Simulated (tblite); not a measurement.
**Molecular dynamics, with input and output: C₅H₇NOSe (part 3 of 3)**

The same run, continued: C₅H₇NOSe; GFN2-xTB Langevin dynamics, gas phase (tblite 0.8.0). 

Geometry of the input (Å):
```
C  -2.0859  0.7258  0.5384
C  -1.7148  -0.7011  0.1630
O  -0.7963  -0.7522  -0.9293
C  0.4548  -0.4179  -0.6690
N  0.9496  -0.0483  0.4499
C  2.2855  0.2063  0.3807
C  2.8981  0.0430  -0.8132
Se 1.6835  -0.5206  -2.1245
H  -2.8312  0.7089  1.3283
H  -1.2057  1.2559  0.8930
H  -2.4947  1.2477  -0.3235
H  -1.2700  -1.2150  1.0213
H  -2.5882  -1.2544  -0.1902
H  2.7743  0.5265  1.2847
H  3.9367  0.2032  -1.0315
```

**Trajectory as extended XYZ, continued**
```
15
Properties=species:S:1:pos:R:3:forces:R:3 step=29 time_fs=725.0 energy=-663.74633 temperature=419.1
C    -2.0927    1.8871    0.6215    0.6143   1.4946  -0.2996
C    -2.0010    0.4132    0.3880   -2.3892   0.4792   1.4646
O    -1.3769   -0.0857   -0.6950    3.3186  -0.8188  -2.0279
C     0.0124   -0.1836   -0.6185   -2.3921   0.0050   1.2785
N     0.5512    0.0531    0.5321   -1.7420   0.8755  -0.8010
C     1.8598   -0.0271    0.5111    1.4126  -1.5008  -0.4415
C     2.4558   -0.5245   -0.6089   -1.1034   0.0052  -0.0897
Se    1.0838   -0.8999   -1.9777    1.0976   0.7060   1.1275
H    -2.6524    2.0421    1.5313   -0.0513   0.0380   0.2959
H    -1.0823    2.2546    0.7663   -0.0311   0.5956  -0.1579
H    -2.6562    2.4123   -0.1662    0.6610  -0.0986   0.0885
H    -1.7321    0.0321    1.3766    0.2934  -0.8591  -0.3567
H    -3.0341    0.2436    0.1320   -0.8435  -1.2076   0.2735
H     2.3192    0.0052    1.4698    0.6073   0.4840   0.3240
H     3.4912   -0.7385   -0.6024    0.5477  -0.1982  -0.6780
15
Properties=species:S:1:pos:R:3:forces:R:3 step=30 time_fs=750.0 energy=-663.64618 temperature=511.7
C    -2.0945    1.7834    0.7897   -0.7290   1.5350  -1.8030
C    -2.0045    0.3002    0.5696    0.3712  -1.0907   1.0318
O    -1.3639   -0.2038   -0.7191    0.8885   0.9971   3.1484
C    -0.0126   -0.3066   -0.5127   -1.0497   0.5867   1.1984
N     0.6322    0.0237    0.5990   -1.0950  -0.9125  -2.5260
C     1.9690   -0.1402    0.4214   -0.4735   1.2060   0.0536
C     2.3964   -0.5277   -0.8075    0.5218   0.2115   1.0692
Se    1.0500   -0.9105   -1.9392   -1.3306  -0.2260  -0.6968
H    -2.6454    2.1330    1.7168    1.1019  -0.8746  -0.9840
H    -1.0563    2.0553    0.6976    0.1590   1.0515   0.5505
H    -2.6515    2.2809   -0.0780    0.6641  -0.5690   0.9840
H    -1.3928   -0.0258    1.5054   -0.8479  -0.3119  -1.7833
H    -3.0227   -0.0495    0.6287   -0.1411  -0.9284  -0.3883
H     2.4687    0.4163    1.1888    0.8503  -0.5498   0.1719
H     3.3797   -0.5938   -1.1640    1.1100  -0.1250  -0.0264
15
Properties=species:S:1:pos:R:3:forces:R:3 step=31 time_fs=775.0 energy=-664.12049 temperature=500.9
C    -1.9489    1.6038    0.8947   -0.1708   1.1468  -2.4656
C    -2.0755    0.0880    0.7205    0.5175   1.1583   1.4837
O    -1.3142   -0.2393   -0.4363   -0.5630  -1.0832  -0.3812
C     0.0036   -0.3069   -0.4261   -0.1798   0.4624   0.5646
N     0.7512    0.0677    0.5386    0.2305  -0.2489   0.2906
C     2.0771   -0.1397    0.3146    0.7224   0.6304   2.1440
C     2.4965   -0.6115   -0.8693   -0.2944  -0.2906  -0.5193
Se    0.9386   -0.9283   -1.9381    0.3564  -0.1813  -0.4016
H    -2.6625    2.0491    1.5803    0.5517  -0.2240   0.3981
H    -0.8837    1.8185    1.0013   -0.3950   0.2851   0.7184
H    -2.2095    2.1269   -0.1299    0.3114  -1.0705   1.5668
H    -1.7706   -0.3927    1.7237   -0.0034   0.2192  -1.6660
H    -3.1238   -0.0982    0.5420   -0.1370  -0.6779  -0.4229
H     2.6663    0.1016    1.2583   -0.3535  -0.3245  -1.6161
H     3.4965   -0.8499   -1.2369   -0.5931   0.1989   0.3065
15
Properties=species:S:1:pos:R:3:forces:R:3 step=32 time_fs=800.0 energy=-663.97283 temperature=436.2
C    -1.8516    1.5957    1.0666    0.0838  -1.1728  -0.6963
C    -2.0750    0.0402    0.6690    0.0421   2.8406   1.7467
O    -1.2490   -0.3851   -0.3460   -0.3044   0.0308  -0.4670
C     0.0299   -0.2026   -0.2794    1.4267  -1.1342  -1.1851
N     0.8904    0.0870    0.5819    1.0352   0.1536   0.9320
C     2.2486   -0.1750    0.2610   -2.4301  -0.5703  -0.8147
C     2.3535   -0.7557   -0.9602    1.6187   0.2220  -0.0742
Se    0.8406   -0.9807   -1.9701   -0.6192   0.3669   0.4582
H    -2.7610    1.8868    1.5670    0.1995   0.0191   0.8607
H    -0.8921    1.7238    1.6030   -0.9182  -0.1900   0.0291
H    -1.8203    2.2988    0.2313    0.1787  -0.5980  -0.4313
H    -1.9696   -0.5129    1.6088    0.3737  -0.1919  -0.0876
H    -3.0925   -0.0711    0.3551   -0.5594  -0.1254  -0.5358
H     3.0126   -0.1431    1.0118   -0.1701   0.4125  -0.0097
H     3.2886   -0.9970   -1.4489    0.0431  -0.0631   0.2748
15
Properties=species:S:1:pos:R:3:forces:R:3 step=33 time_fs=825.0 energy=-663.88071 temperature=285.7
C    -1.7855    1.6430    1.1926    0.3790  -0.6575   1.4711
C    -2.0650    0.1617    0.7639    0.8324   1.9882  -0.7464
O    -1.1816   -0.3445   -0.2868   -1.3066  -0.0560  -0.0180
C     0.1360   -0.3804   -0.3355   -1.7314   0.9369   0.5823
N     0.9076    0.0851    0.5491    2.9640  -0.6214  -0.4572
C     2.2391   -0.2004    0.1417   -2.5500  -0.8864  -1.3928
C     2.4427   -0.9028   -1.0080   -1.5105   1.0571   0.3938
Se    0.7795   -1.0177   -1.9798    0.9592  -0.7650   0.2978
H    -2.6154    2.1586    1.7083    0.0639  -0.9201  -0.0450
H    -0.9040    1.7006    1.8803   -0.6585  -0.2489  -0.6036
H    -1.5897    2.2867    0.3871    0.4474   0.4261  -1.3936
H    -2.0688   -0.4433    1.6331    0.3438  -0.8319   0.7379
H    -3.0395    0.1173    0.2950   -0.2253  -0.0854  -0.2339
H     3.0862    0.1306    0.5935    1.6013   0.8529   1.9645
H     3.4079   -1.1875   -1.3275    0.3914  -0.1885  -0.5572
15
Properties=species:S:1:pos:R:3:forces:R:3 step=34 time_fs=850.0 energy=-664.17683 temperature=360.7
C    -1.6418    1.6378    1.2436   -0.2483   2.8643  -0.5026
C    -1.9494    0.2741    0.8793   -1.0533  -2.2298  -1.0084
O    -1.3043   -0.2648   -0.2975    0.9287   0.8743   0.0737
C     0.0323   -0.2099   -0.3700    0.0179  -1.1778  -0.0146
N     0.9145    0.0320    0.5213    0.6097  -0.1834  -0.1807
C     2.2107   -0.2942    0.1389   -0.2527   0.1958  -0.4139
C     2.3699   -0.7579   -1.1337    1.6472  -0.4865   0.4421
Se    0.7882   -1.0798   -1.9902   -0.9706   0.5412  -0.0712
H    -2.4050    2.0532    1.8725   -0.8605   0.0398   0.2772
H    -0.7765    1.7953    1.8370    1.2404  -0.2800   0.0389
H    -1.6160    2.2966    0.3611    0.1993  -0.1839   0.1728
H    -1.6688   -0.3481    1.7021    0.0805  -0.8470   0.6814
H    -3.0413    0.1135    0.6510    0.8883   0.1897   0.1115
H     3.0957   -0.2029    0.7828   -0.9651   0.3401  -0.0545
H     3.3663   -1.0574   -1.5580   -1.2615   0.3434   0.4484
15
Properties=species:S:1:pos:R:3:forces:R:3 step=35 time_fs=875.0 energy=-664.39465 temperature=380.7
C    -1.5248    1.6256    1.2814   -1.3063   2.1472  -0.7871
C    -1.8338    0.2394    0.9027    0.6151  -1.8704   0.4195
O    -1.2812   -0.0741   -0.3667   -0.4070  -0.4401  -0.6525
C     0.0024   -0.2807   -0.4258    1.7250  -0.0356   0.1586
N     0.8865   -0.0061    0.4677   -1.8200   0.6395   0.5972
C     2.1644   -0.2043    0.1500    0.6663  -0.3509  -0.2818
C     2.3648   -0.7474   -1.0821    0.1974   0.1771   0.5970
Se    0.7922   -1.0707   -2.0228   -0.2575   0.2860   0.3034
H    -2.1032    1.9342    2.1494   -0.2703   0.0338  -0.1336
H    -0.5216    1.8782    1.5083    1.0710  -0.3465  -0.0043
H    -1.8217    2.2338    0.3714    0.2089  -0.2023   1.1472
H    -1.3983   -0.5025    1.6309   -0.5285   0.5019  -0.3418
H    -2.8990    0.0688    0.7393   -0.0654   0.0372   0.2984
H     2.9139    0.0877    0.9091   -0.5166  -0.3522  -0.7936
H     3.3207   -0.9824   -1.4547    0.6879  -0.2248  -0.5267
15
Properties=species:S:1:pos:R:3:forces:R:3 step=36 time_fs=900.0 energy=-664.06780 temperature=243.9
C    -1.4418    1.6438    1.3219   -0.1061  -0.0593  -0.4044
C    -1.7444    0.1939    0.8938    3.9934  -0.2232   0.1306
O    -1.1858   -0.0855   -0.4651   -2.0108   0.5121   1.1563
C     0.0740   -0.2596   -0.4730    2.0872  -0.5277   0.0646
N     0.9112   -0.0248    0.4787   -0.9584   0.2122  -0.7347
C     2.1857   -0.2488    0.1221    0.7967   0.0997  -0.2937
C     2.4759   -0.7454   -1.1169   -0.2365  -0.1676   0.5519
Se    0.8274   -1.0906   -2.0172    0.5824   0.2384  -0.0637
H    -1.6161    1.8176    2.4064   -0.0971  -0.1826  -1.0130
H    -0.4078    1.9475    1.0738   -0.2626  -0.7546   0.4390
H    -2.0071    2.2835    0.6625   -0.6772   0.4395   0.3070
H    -1.1165   -0.4710    1.5826   -0.9606   0.5177  -0.6255
H    -2.6840   -0.1973    0.7208   -2.2057   0.0005   0.4341
H     2.8278    0.1591    0.8822    0.7097  -0.3808  -0.1727
H     3.4511   -1.0312   -1.5213   -0.6545   0.2756   0.2243
15
Properties=species:S:1:pos:R:3:forces:R:3 step=37 time_fs=925.0 energy=-664.11089 temperature=381.7
C    -1.4099    1.5778    1.2967   -1.2514   0.0514  -0.8435
C    -1.6648    0.1101    0.9308    1.0832  -0.4394  -1.2458
O    -1.1590   -0.1536   -0.4269    1.1293  -0.0602   1.2787
C     0.1608   -0.2919   -0.4463    0.6970   0.4407  -0.2327
N     1.0640    0.0698    0.4074   -1.2100  -0.5420  -0.0729
C     2.3308   -0.2596    0.0407   -0.7728   0.1186   0.2703
C     2.4511   -0.8141   -1.1846    1.2606   0.1592   0.3880
Se    0.8831   -1.0711   -2.0194   -1.4818  -0.1903  -0.8995
H    -1.4822    1.6181    2.3524   -0.5949   0.4567   0.9641
H    -0.4279    1.9584    1.0844    0.5468  -0.4875  -0.4465
H    -2.1128    2.2626    0.7513    0.3872  -0.6956   0.7668
H    -1.1263   -0.5779    1.6644   -0.6912   0.7275  -0.8942
H    -2.6631   -0.2399    0.6639   -0.4666   0.5581   1.2055
H     3.0332   -0.1210    0.8327    0.5572   0.1713  -0.2111
H     3.3322   -1.0298   -1.7270    0.8074  -0.2686  -0.0273
15
Properties=species:S:1:pos:R:3:forces:R:3 step=38 time_fs=950.0 energy=-663.98094 temperature=308.9
C    -1.5127    1.5778    1.3189    0.2279  -0.4856   0.3487
C    -1.6040    0.1040    0.9795   -0.7508  -0.2656  -2.7125
O    -1.0502   -0.2690   -0.3161    2.8380   0.3508   0.3285
C     0.3160   -0.2650   -0.4791   -1.6457   0.2864   1.0846
N     1.1935    0.1067    0.3870   -0.3568  -0.0490  -0.6375
C     2.4632   -0.2148   -0.0179   -0.4606   0.3618   0.9560
C     2.5955   -0.9071   -1.1534   -1.1974   0.1225  -0.4582
Se    0.8877   -1.0611   -2.0596    1.0969  -0.3438   0.2805
H    -1.8479    1.5372    2.3311   -0.5498   0.7349   0.7709
H    -0.4919    1.9436    1.3660    0.1717  -0.2142  -0.3151
H    -2.1056    2.2474    0.7131   -0.1312  -0.1545  -0.1434
H    -1.2654   -0.5005    1.8050    0.4920  -0.3321  -0.0470
H    -2.5693   -0.2561    0.5766   -0.6980   0.6165   1.5412
H     3.2450    0.1200    0.6591   -0.0808  -0.3420  -0.2622
H     3.4375   -1.4457   -1.4461    1.0445  -0.2860  -0.7348
15
Properties=species:S:1:pos:R:3:forces:R:3 step=39 time_fs=975.0 energy=-664.05546 temperature=282.7
C    -1.5550    1.5705    1.3487    0.0834   0.2603   1.0093
C    -1.5721    0.1096    0.9869   -0.9913   0.0406  -1.8134
O    -1.0209   -0.2364   -0.2775    3.3553   0.5260  -0.5523
C     0.3614   -0.2219   -0.4539   -1.8568  -0.2862  -0.1042
N     1.3050    0.1508    0.3244   -0.1701  -0.8703  -0.5518
C     2.5198   -0.2837   -0.1510    0.4482   0.8657   0.9879
C     2.5871   -0.9868   -1.2988    2.2862   0.1794  -0.8157
Se    0.9369   -1.1061   -2.0990   -0.7419  -0.0999   0.2687
H    -2.1978    1.7290    2.2369    0.3528  -0.1860  -0.3811
H    -0.5130    1.8110    1.6473   -0.6827   0.1905  -0.4443
H    -1.9438    2.2115    0.5779    0.1891   0.1848  -0.3830
H    -1.1122   -0.3886    1.7739    1.0411  -1.2959   1.3010
H    -2.5184   -0.3694    0.7360   -0.8700   0.5304   0.8952
H     3.3881    0.0182    0.4435   -0.3977  -0.2639  -0.2409
H     3.6069   -1.2350   -1.7940   -2.0456   0.2246   0.8246
15
Properties=species:S:1:pos:R:3:forces:R:3 step=40 time_fs=1000.0 energy=-664.15393 temperature=416.3
C    -1.5833    1.5755    1.3707   -0.0116   0.6645  -0.6933
C    -1.5062    0.1329    0.9844   -0.7312  -1.9346   0.0412
O    -0.9159   -0.0773   -0.3066    0.9208  -0.0735  -0.4023
C     0.4104   -0.2539   -0.4983   -1.0752   0.1092   0.6783
N     1.3670    0.0141    0.3064   -1.2304   0.5527   0.3723
C     2.5882   -0.2627   -0.1721   -2.3590  -1.0676  -2.5042
C     2.6216   -0.8079   -1.4255    0.4178  -0.1467   0.8348
Se    0.9278   -1.1100   -2.1179   -0.1010   0.2805  -0.0643
H    -2.3409    1.8738    2.0927    0.0798  -0.5811   0.1520
H    -0.5962    1.9129    1.7381   -0.5908   0.0825  -0.5763
H    -1.9220    1.9962    0.4136    0.5685   0.8062   0.3505
H    -0.9519   -0.4563    1.7277   -0.1005  -0.0616  -0.0868
H    -2.5281   -0.3581    0.7913    1.0570   0.7739   0.6031
H     3.3217   -0.0682    0.4765    2.8173   0.6022   1.7833
H     3.5092   -1.2119   -1.8467    0.3384  -0.0066  -0.4883
```

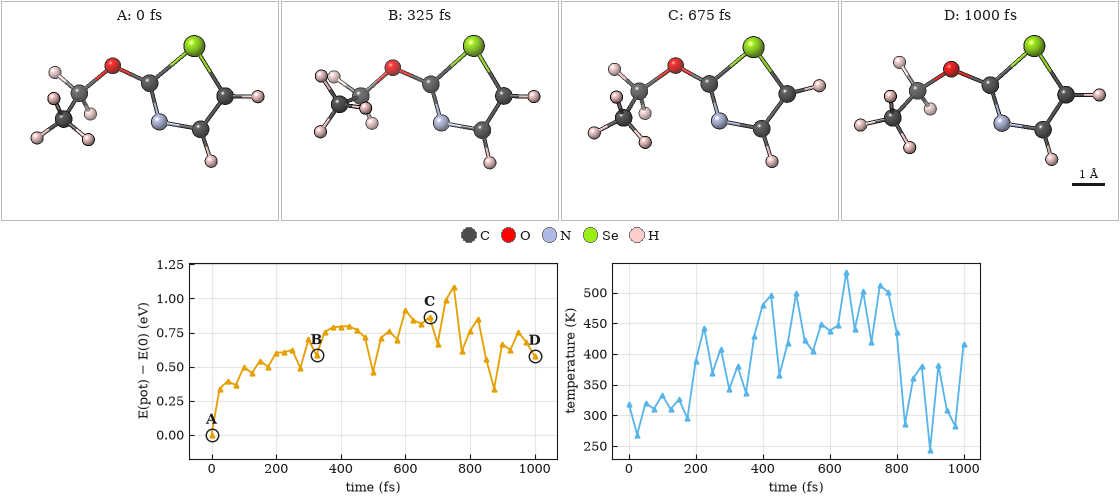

Frames of the molecular dynamics (ball-and-stick, seen at a tilt) above the curves, on which the letters mark them. The trajectory kept here has 41 frames over 1000 fs. The temperature starts at 319 K, ranges from 244 to 534 K and averages 413 K over the second half. The potential energy ends 0.579 eV above its first value. After an unweighted best fit of the last frame on the first, the root-mean-square displacement is 0.28 Å, and H10 has moved furthest (0.59 Å).

**Key numbers**

- outcome: finished
- mean temperature over the second half: 413 K
- trajectory: 41 frames kept, 1000 fs
- wall time: 47 s
- peak memory: 0.18 GiB
